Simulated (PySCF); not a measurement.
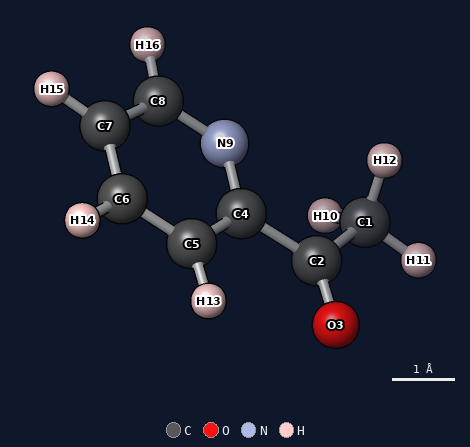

The input geometry of the first run (ball-and-stick view, seen at a tilt; atoms are numbered from 1 in the order of the input).

# Two runs on C7H7NO

System: C7H7NO.
Method of the first run: GIAO BP86/pcSseg-1 NMR shielding, non-relativistic, IEF-PCM acetonitrile (PySCF 2.14.0).

The geometry comes from this level: GFN2-xTB. Text and figures count atoms from 1; the logs count them from 0 in places.

**The input, the first run**
```
{"job": {"xc": "BP86", "basis": "pcSseg-1", "solvent": "acetonitrile", "kind": "nmr", "pop": false}, "charge": 0, "multiplicity": 1}
C      2.494480     0.904124    -0.216119
C      1.735803    -0.273686     0.319742
O      2.259430    -1.217575     0.865334
C      0.254141    -0.207907     0.133837
C     -0.550196    -1.249175     0.593916
C     -1.919466    -1.161944     0.407714
C     -2.432611    -0.042383    -0.227502
C     -1.545155     0.941505    -0.648194
N     -0.241532     0.866132    -0.475871
H      2.294896     1.004704    -1.280012
H      3.559169     0.776877    -0.041548
H      2.137425     1.810007     0.267368
H     -0.089328    -2.094178     1.081349
H     -2.573358    -1.950634     0.750991
H     -3.492915     0.068896    -0.393843
H     -1.898380     1.834182    -1.148571
```

The first line tells a small driver script what to run in PySCF; the rest is the geometry in Å.

Launched with:
```bash
OMP_NUM_THREADS=1 python <driver script> task.json out
```

Hardware: 1 CPU thread, shared host.

**Output (the first run)**
```
coarse grid: 14096 points
cycle   1  E = -400.6563549194  dE =  1.351e+00  |g| = 8.944e-01  |ddm| = 3.964e+00
cycle   2  E = -399.9856892724  dE =  6.707e-01  |g| = 1.994e+00  |ddm| = 4.201e+00
cycle   3  E = -400.7870315982  dE = -8.013e-01  |g| = 3.599e-01  |ddm| = 3.544e+00
cycle   4  E = -400.8158343117  dE = -2.880e-02  |g| = 9.213e-02  |ddm| = 4.065e-01
cycle   5  E = -400.8170296968  dE = -1.195e-03  |g| = 5.656e-02  |ddm| = 1.006e-01
cycle   6  E = -400.8176999288  dE = -6.702e-04  |g| = 1.493e-02  |ddm| = 5.434e-02
cycle   7  E = -400.8177428981  dE = -4.297e-05  |g| = 5.367e-03  |ddm| = 1.785e-02
cycle   8  E = -400.8177488378  dE = -5.940e-06  |g| = 1.465e-03  |ddm| = 6.232e-03
final grid: 138264 points
cycle   9  E = -400.9037113038  dE = -4.310e-05  |g| = 9.901e-03  |ddm| = 5.787e-02
cycle  10  E = -400.9036043195  dE =  1.070e-04  |g| = 2.490e-02  |ddm| = 3.282e-02
cycle  11  E = -400.9037299309  dE = -1.256e-04  |g| = 2.950e-03  |ddm| = 2.574e-02
cycle  12  E = -400.9037318376  dE = -1.907e-06  |g| = 4.592e-04  |ddm| = 2.635e-03
cycle  13  E = -400.9037318678  dE = -3.021e-08  |g| = 3.182e-04  |ddm| = 6.980e-04
cycle  14  E = -400.9037318918  dE = -2.405e-08  |g| = 5.937e-05  |ddm| = 3.103e-04
cycle  15  E = -400.9037318926  dE = -7.886e-10  |g| = 1.597e-05  |ddm| = 7.503e-05
converged SCF energy = -400.9037318926

GIAO shielding tensors (ppm)
atom      isotropic    diamagn.    paramagn.     s11        s22        s33       span
  0 C      151.486     251.329     -99.843    131.821    143.234    179.402     47.580
  1 C      -25.358     247.649    -273.006   -107.691    -52.592     84.210    191.901
  2 O     -261.936     402.516    -664.452   -788.845   -346.803    349.840   1138.685
  3 C       28.275     259.905    -231.629    -67.378     18.316    133.888    201.266
  4 C       56.878     254.428    -197.550    -49.223     33.850    186.007    235.230
  5 C       40.069     251.863    -211.794    -70.812     13.726    177.293    248.105
  6 C       48.831     257.260    -208.429    -62.187     34.317    174.363    236.550
  7 C       29.194     250.908    -221.714    -72.813     19.864    140.530    213.343
  8 N      -74.015     334.540    -408.555   -366.286   -143.402    287.643    653.928
  9 H       28.217      29.742      -1.525     24.143     28.873     31.637      7.494
 10 H       29.660      27.002       2.658     26.345     28.454     34.181      7.836
 11 H       28.217      29.738      -1.521     24.145     28.866     31.640      7.496
 12 H       23.351      33.281      -9.929     19.381     23.011     27.661      8.280
 13 H       23.341      29.867      -6.526     20.191     23.209     26.623      6.432
 14 H       23.847      29.893      -6.046     21.542     23.030     26.969      5.426
 15 H       22.679      30.265      -7.586     18.450     23.114     26.474      8.024
```

For the second run the input was changed thus:
```diff
-"xc": "BP86"
+"xc": "PBE0"
-"solvent": "acetonitrile"
+"solvent": "chloroform"
-"pop": false
+"pop": true
```

Predict how the results change.

The total energies belong to different models, so their difference says nothing on which is more stable or more accurate. The HOMO goes from −5.90 to −7.34 eV. The LUMO goes from −2.93 to −1.93 eV. The dipole moment goes from 4.30 to 4.07 D. Of all shieldings, the largest change is that of O3, by −15.9 ppm. The functional changes from BP86 to PBE0. The SCF takes 14 iterations against 15.

**Output (the second run)**
```
coarse grid: 14096 points
cycle   1  E = -400.2469703513  dE =  1.653e+00  |g| = 7.765e-01  |ddm| = 3.891e+00
cycle   2  E = -399.9581465108  dE =  2.888e-01  |g| = 1.463e+00  |ddm| = 2.684e+00
cycle   3  E = -400.3628325610  dE = -4.047e-01  |g| = 1.478e-01  |ddm| = 2.020e+00
cycle   4  E = -400.3673610404  dE = -4.528e-03  |g| = 5.896e-02  |ddm| = 1.788e-01
cycle   5  E = -400.3680188445  dE = -6.578e-04  |g| = 2.266e-02  |ddm| = 5.885e-02
cycle   6  E = -400.3681254287  dE = -1.066e-04  |g| = 5.267e-03  |ddm| = 2.091e-02
cycle   7  E = -400.3681313470  dE = -5.918e-06  |g| = 1.707e-03  |ddm| = 6.034e-03
final grid: 138264 points
cycle   8  E = -400.4300039853  dE = -2.219e-05  |g| = 1.248e-02  |ddm| = 4.245e-02
cycle   9  E = -400.4299407649  dE =  6.322e-05  |g| = 2.233e-02  |ddm| = 3.210e-02
cycle  10  E = -400.4300351171  dE = -9.435e-05  |g| = 2.313e-03  |ddm| = 2.231e-02
cycle  11  E = -400.4300362269  dE = -1.110e-06  |g| = 3.508e-04  |ddm| = 2.014e-03
cycle  12  E = -400.4300362529  dE = -2.605e-08  |g| = 1.638e-04  |ddm| = 4.716e-04
cycle  13  E = -400.4300362597  dE = -6.797e-09  |g| = 4.470e-05  |ddm| = 1.828e-04
cycle  14  E = -400.4300362601  dE = -4.014e-10  |g| = 1.490e-05  |ddm| = 4.768e-05
converged SCF energy = -400.4300362601

GIAO shielding tensors (ppm)
atom      isotropic    diamagn.    paramagn.     s11        s22        s33       span
  0 C      156.811     250.683     -93.872    137.586    148.747    184.099     46.512
  1 C      -21.851     247.016    -268.867   -112.035    -45.770     92.251    204.286
  2 O     -277.835     401.664    -679.499   -818.500   -375.925    360.919   1179.419
  3 C       30.012     259.169    -229.157    -71.694     20.946    140.783    212.477
  4 C       58.688     254.465    -195.778    -51.102     36.100    191.065    242.168
  5 C       42.419     252.430    -210.011    -72.436     16.666    183.027    255.463
  6 C       52.289     257.862    -205.572    -62.547     39.627    179.787    242.334
  7 C       31.967     250.120    -218.152    -75.042     22.988    147.955    222.997
  8 N      -80.612     333.978    -414.589   -384.486   -153.105    295.757    680.243
  9 H       28.318      29.409      -1.092     24.135     28.834     31.985      7.850
 10 H       29.534      27.079       2.456     25.794     28.318     34.491      8.697
 11 H       28.318      29.406      -1.088     24.137     28.828     31.988      7.851
 12 H       23.182      33.009      -9.828     18.963     22.951     27.630      8.667
 13 H       23.282      29.923      -6.641     19.933     23.315     26.597      6.664
 14 H       23.805      29.948      -6.143     21.243     23.179     26.994      5.751
 15 H       22.631      30.200      -7.569     18.300     23.117     26.475      8.175
```

**The two runs side by side**

| quantity | the first run | the second run |
| --- | --- | --- |
| outcome | converged | converged |
| total energy (hartree) | −400.903732 | −400.430036 |
| HOMO (eV) | −5.90 | −7.34 |
| LUMO (eV) | −2.93 | −1.93 |
| dipole moment (D) | 4.30 | 4.07 |
| shielding of C1 (ppm) | 151.5 | 156.8 |
| shielding of C2 (ppm) | −25.4 | −21.9 |
| shielding of O3 (ppm) | −261.9 | −277.8 |
| shielding of C6 (ppm) | 40.1 | 42.4 |
| shielding of C7 (ppm) | 48.8 | 52.3 |
| shielding of C8 (ppm) | 29.2 | 32.0 |
| shielding of N9 (ppm) | −74.0 | −80.6 |
| SCF iterations | 15 | 14 |
| basis functions | 188 | 188 |
| wall time (shared host) | 22 s | 28 s |
